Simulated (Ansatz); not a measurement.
# ScSn3Se: the cost of one run

Computed with Ansatz 0.2.0 (DFT PBE, scalar-relativistic, plane waves, PAW, unless a step's input says otherwise).

## (1) The structure to begin with

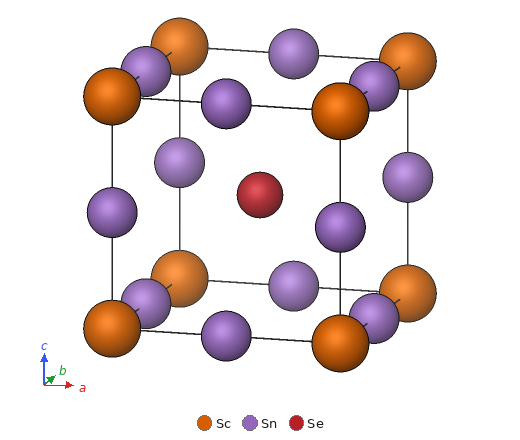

The starting structure, seen slightly off an axis (scandium orange, tin purple, selenium red). Atoms on the faces are drawn again on the opposite ones.

As a file:

```xyz
5
Lattice="5.4400 0.0000 0.0000 0.0000 5.4400 0.0000 0.0000 0.0000 5.4400" Properties=species:S:1:pos:R:3 pbc="T T T"
Sc    0.0000    0.0000    0.0000
Sn    2.7200    0.0000    0.0000
Sn    0.0000    2.7200    0.0000
Sn    0.0000    0.0000    2.7200
Se    2.7200    2.7200    2.7200
```

A structure generator made this guess: random cell by space group and Wyckoff sites (Pm-3m, No. 221). The dimensions are guesses.

## (2) A first look at the guess

Contents of input.yaml:

```yaml
crystal:
  lattice:
    - [5.43996254, 0.0, 0.0]
    - [0.0, 5.43996254, 0.0]
    - [0.0, 0.0, 5.43996254]
  atoms:
    - { symbol: Sc, position: [0.0, 0.0, 0.0] }
    - { symbol: Sn, position: [0.5, 0.0, 0.0] }
    - { symbol: Sn, position: [0.0, 0.5, 0.0] }
    - { symbol: Sn, position: [0.0, 0.0, 0.5] }
    - { symbol: Se, position: [0.5, 0.5, 0.5] }
basis:
  ecutwfc: 420
kpoints:
  mp_grid: { grid: [4, 4, 4] }
hamiltonian:
  xc: pbe
scf:
  occupations: { method: gaussian, width: 0.1 }
  lower_state_search: "off"
output:
  forces: true
  stress: true
  eigenvalues: true
```

Command:

```console
$ ansatz run input.yaml --threads 1 --pin off --max-ram 2560MiB --backend cpu --events-out ev --progress --plain --runs-dir out
```

**Question.** How long does this run take on 1 thread of AMD EPYC 7R43 (Zen 3), shared host, and how much memory does it need?

About 5.2 s, with a peak of 0.49 GiB.
